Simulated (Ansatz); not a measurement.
**doublet C2H4FGa+: levels of theory compared**

We compute a comparison of 6 runs (UHF/STO-3G, UB3LYP/6-31G*, U-r2SCAN0/cc-pVDZ, UHSE06/cc-pVDZ, USVWN5/cc-pVDZ, RPA@PBE/cc-pVDZ) of doublet C2H4FGa+. 

The calculation is run with Ansatz 0.2.0.

67 further runs of the same task are left out: 2 that didn't finish, 65 set aside as unsound or not needed.

### Step 1. The molecule

C2H4FGa+ has 8 atoms, charge +1, and is taken as a doublet. As SMILES of the parent species, `C=[CH][GaH][F]`. The coordinates come from a PBE0-D4/def2-TZVP relaxation. That shape belongs to the parent species and isn't relaxed for this state.

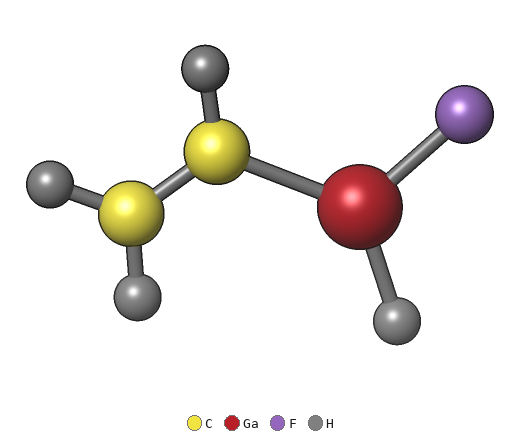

Viewed from a chosen angle; carbon yellow, gallium red, fluorine purple, hydrogen grey.

### Step 2. The energy at UHF/STO-3G (run 1)

input.yaml

```yaml
crystal:
  periodic: [false, false, false]
  atoms:
    - {symbol: C, position_ang: [-0.837100, 1.175400, 0.060900]}
    - {symbol: C, position_ang: [0.342600, 0.569500, -0.065000]}
    - {symbol: Ga, position_ang: [0.481700, -1.360200, -0.007600]}
    - {symbol: F, position_ang: [2.110500, -2.006100, -0.199600]}
    - {symbol: H, position_ang: [-1.762100, 0.620500, 0.200100]}
    - {symbol: H, position_ang: [-0.941100, 2.257800, 0.031600]}
    - {symbol: H, position_ang: [1.232300, 1.179600, -0.202300]}
    - {symbol: H, position_ang: [-0.626900, -2.436700, 0.182000]}
basis:
  gaussian: {orbitals: STO-3G}
total_charge: 1
magnetization: {spin_polarized: true, initial_magnetization: 1}
hamiltonian: {xc: hf}
accuracy: high
output: {orbitals: {seedname: orbitals}}
```

The run is started by

```console
$ ansatz run input.yaml --threads 1 --pin off --max-ram 3480MiB --events-out events.jsonl --progress --plain --runs-dir runs
```

The program printed:

```text
Warning: RAYON_NUM_THREADS=1 ignored (pool sized by the plan → 1); use --threads N
Functional definition: HF
  name "HF"
  exchange = exact_x
  correlation = 0
644 factors; integrals over basis functions are off by at most 5.1e-9 eV
mean field evaluation 1: about -56479.9148 eV, gradient 3.0e1 eV
mean field evaluation 2: about -56480.0107 eV, gradient 3.0e1 eV
mean field evaluation 4: about -56487.4969 eV, gradient 4.9e0 eV
mean field evaluation 8: about -56487.9496 eV, gradient 1.1e-1 eV
mean field evaluation 16: about -56487.9435 eV, gradient 3.6e-2 eV
mean field evaluation 32: about -56487.9602 eV, gradient 6.7e-7 eV
mean field evaluation 64: about -56487.9516 eV, gradient 1.7e-2 eV
mean field evaluation 96: about -56487.8438 eV, gradient 2.5e-1 eV
mean field evaluation 128: about -56487.9024 eV, gradient 2.3e-1 eV
mean field evaluation 160: about -56487.9614 eV, gradient 1.8e-3 eV
mean field evaluation 192: about -56487.9535 eV, gradient 3.4e-2 eV
mean field evaluation 224: about -56487.6522 eV, gradient 2.8e0 eV
mean field evaluation 256: about -56487.8237 eV, gradient 1.0e-1 eV
mean field evaluation 288: about -56480.4473 eV, gradient 1.1e1 eV
mean field -56487.96135108 eV, -2075.8942907366 hartree, gradient 5.1e-8 eV, S^2 0.865815; 5 other end points of the search recorded, 0 dependent functions left out
reference -56487.96135108 eV, -2075.8942907366 hartree; 28, 27 occupied and 9, 10 virtual orbitals, 644 factors
Total energy: -56487.96135108 eV, -2075.8942907366 hartree
```

It took 5.1 s on 1 thread of Arm Neoverse V1, shared host; peak memory 0.11 GiB.

### Step 3. A single-point energy at UB3LYP/6-31G(d) (spherical functions) (run 2)

in.yaml

```yaml
crystal:
  periodic: [false, false, false]
  atoms:
    - {symbol: C, position_ang: [-0.837100, 1.175400, 0.060900]}
    - {symbol: C, position_ang: [0.342600, 0.569500, -0.065000]}
    - {symbol: Ga, position_ang: [0.481700, -1.360200, -0.007600]}
    - {symbol: F, position_ang: [2.110500, -2.006100, -0.199600]}
    - {symbol: H, position_ang: [-1.762100, 0.620500, 0.200100]}
    - {symbol: H, position_ang: [-0.941100, 2.257800, 0.031600]}
    - {symbol: H, position_ang: [1.232300, 1.179600, -0.202300]}
    - {symbol: H, position_ang: [-0.626900, -2.436700, 0.182000]}
basis:
  gaussian: {orbitals: 6-31G_st_-spherical.json}
total_charge: 1
magnetization: {spin_polarized: true, initial_magnetization: 1}
hamiltonian: {xc: {name: B3LYP}}
accuracy: high
output: {orbitals: {seedname: orbitals}}
```

The basis set 6-31G* is read from a file made from the Basis Set Exchange's data (not shown).

The run is started by

```console
$ ansatz run in.yaml --threads 1 --pin off --max-ram 3480MiB --events-out events.jsonl --progress --plain --runs-dir runs
```

The program printed:

```text
Warning: RAYON_NUM_THREADS=1 ignored (pool sized by the plan → 1); use --threads N
Functional definition: B3LYP
  name "B3LYP"
  parameter a0 = 0.2
  parameter ax = 0.72
  parameter ac = 0.81
  exchange = (1 - a0 - ax)*slater_x + ax*b88_x + a0*exact_x
  correlation = (1 - ac)*vwn_rpa_c + ac*lyp_c
1831 factors; integrals over basis functions are off by at most 6.0e-9 eV
mean field evaluation 1: about -57199.8619 eV, gradient 6.3e1 eV
mean field evaluation 2: about -57068.3717 eV, gradient 1.8e2 eV
mean field evaluation 4: about -57213.2540 eV, gradient 2.8e1 eV
mean field evaluation 8: about -57217.2600 eV, gradient 1.7e0 eV
mean field evaluation 16: about -57217.4779 eV, gradient 1.2e-1 eV
mean field evaluation 32: about -57217.4786 eV, gradient 4.1e-5 eV
mean field evaluation 64: about -57217.4778 eV, gradient 8.7e-8 eV
mean field -57217.47855334 eV, -2102.7035534352 hartree, gradient 8.2e-8 eV, S^2 0.758175; 3 other end points of the search recorded, 0 dependent functions left out
reference -57217.47859515 eV, -2102.7035549719 hartree; 28, 27 occupied and 54, 55 virtual orbitals, 1831 factors
Total energy: -57217.47859515 eV, -2102.7035549719 hartree
```

Run time: 40 s. Hardware: 1 thread of Arm Neoverse V1, shared host; peak memory 0.42 GiB.

Run 3 isn't shown in full; the table further down has it.

### Step 4. The energy at UHSE06/cc-pVDZ (run 4)

job.yaml

```yaml
crystal:
  periodic: [false, false, false]
  atoms:
    - symbol: C
      position_ang: [-0.837100, 1.175400, 0.060900]
    - symbol: C
      position_ang: [0.342600, 0.569500, -0.065000]
    - symbol: Ga
      position_ang: [0.481700, -1.360200, -0.007600]
    - symbol: F
      position_ang: [2.110500, -2.006100, -0.199600]
    - symbol: H
      position_ang: [-1.762100, 0.620500, 0.200100]
    - symbol: H
      position_ang: [-0.941100, 2.257800, 0.031600]
    - symbol: H
      position_ang: [1.232300, 1.179600, -0.202300]
    - symbol: H
      position_ang: [-0.626900, -2.436700, 0.182000]
basis:
  gaussian:
    orbitals: cc-pVDZ
total_charge: 1
magnetization:
  spin_polarized: true
  initial_magnetization: 1
hamiltonian:
  xc: {name: HSE06}
accuracy: high
output: {orbitals: {seedname: orbitals}}
```

The run is started by

```console
$ ansatz run job.yaml --threads 1 --pin off --max-ram 3480MiB --events-out events.jsonl --progress --plain --runs-dir runs
```

The program printed:

```text
Warning: RAYON_NUM_THREADS=1 ignored (pool sized by the plan → 1); use --threads N
Functional definition: HSE06
  name "HSE06"
  parameter a = 0.25
  parameter omega = 0.11/bohr
  exchange = pbe_x - a*pbe_x_sr(omega) + a*exact_x_sr(omega)
  correlation = pbe_c
2036 factors; integrals over basis functions are off by at most 4.6e-9 eV
100 factors; integrals over basis functions are off by at most 1.3e-9 eV
mean field evaluation 1: about -57193.1130 eV, gradient 6.1e1 eV
mean field evaluation 2: about -57094.3151 eV, gradient 1.6e2 eV
mean field evaluation 4: about -57204.0073 eV, gradient 3.6e1 eV
mean field evaluation 8: about -57210.2518 eV, gradient 3.2e0 eV
mean field evaluation 16: about -57210.6346 eV, gradient 1.0e0 eV
mean field evaluation 32: about -57210.2359 eV, gradient 5.7e0 eV
mean field -57210.66870087 eV, -2102.4532959729 hartree, gradient 2.7e-8 eV, S^2 0.759706; 3 other end points of the search recorded, 0 dependent functions left out
reference -57210.66870498 eV, -2102.4532961238 hartree; 28, 27 occupied and 61, 62 virtual orbitals, 2036 factors
Total energy: -57210.66870498 eV, -2102.4532961238 hartree
```

Run time: 51 s. Hardware: 1 thread of Arm Neoverse V1, shared host; peak memory 0.49 GiB.

Run 5 isn't shown in full; the table further down has it.

### Step 5. A single-point energy at RPA@PBE/cc-pVDZ (run 6)

Edit input.yaml of step 2 so:

```diff
@@ -12,7 +12,13 @@
 basis:
-  gaussian: {orbitals: STO-3G}
+  gaussian:
+    orbitals: cc-pVDZ
 total_charge: 1
-magnetization: {spin_polarized: true, initial_magnetization: 1}
-hamiltonian: {xc: hf}
+magnetization:
+  spin_polarized: true
+  initial_magnetization: 1
+hamiltonian:
+  xc: {name: PBE}
+correlation:
+  method: rpa
+  frozen_orbitals: {C: 1, F: 1, Ga: 9, H: 0}
 accuracy: high
-output: {orbitals: {seedname: orbitals}}
```

The run is started by

```console
$ ansatz run input.yaml --threads 1 --pin off --max-ram 3480MiB --events-out events.jsonl --progress --plain --runs-dir runs
```

The program printed (excerpt; [...] marks lines left out):

```text
Warning: RAYON_NUM_THREADS=1 ignored (pool sized by the plan → 1); use --threads N
Functional definition: PBE
  name "PBE"
[...]
2036 factors; integrals over basis functions are off by at most 4.6e-9 eV
[...]
mean field -57209.86571783 eV, -2102.4237868906 hartree, gradient 5.4e-8 eV, S^2 0.754437; 6 other end points of the search recorded, 0 dependent functions left out
12 core orbitals not correlated: weight in the atoms' cores, before any rotation towards them, 1.000 or more for the frozen orbitals, at most 0.000 for the correlated occupied ones
reference -57151.73273918 eV, -2100.2874393290 hartree; 16, 15 occupied and 61, 62 virtual orbitals, 2036 factors
Total energy: -57176.00894672 eV, -2101.1795735010 hartree
```

Run time: 68 s. Hardware: 1 thread of Arm Neoverse V1, shared host; peak memory 0.44 GiB.

### Step 6. The series

```tsv
run	level	frozen core orbitals	energy (Eh)	HOMO energy (eV)	LUMO energy (eV)	⟨S²⟩	wall time
1	UHF/STO-3G	–	-2075.894291	-15.59	-4.54	0.866	5.1 s
2	UB3LYP/6-31G* (spherical functions)	–	-2102.703555	-14.38	-12.80	0.758	40 s
3	U-r2SCAN0/cc-pVDZ	–	-2102.756951	-14.80	-12.57	0.768	2.2 min
4	UHSE06/cc-pVDZ	–	-2102.453296	-14.30	-13.03	0.760	51 s
5	USVWN5/cc-pVDZ	–	-2098.515006	-13.57	-13.38	0.753	11 s
6	RPA@PBE/cc-pVDZ	12	-2101.179574	–	–	0.754	68 s
```

### Step 7. Outcome

| quantity | value |
| --- | --- |
| run 6: total energy | -2101.17957 Eh |
| run 6: RPA correlation energy (valence) | -892.1 mEh |
| run 6: ⟨S²⟩ of the reference determinant | 0.754 |

**Reading.** Totals of different functionals can't be ranked against each other. In run 1 the basis is minimal, so the values are rough. Spin contamination of the reference: run 1 ⟨S²⟩ = 0.87. All runs together took 5.1 min, the longest 2.2 min.
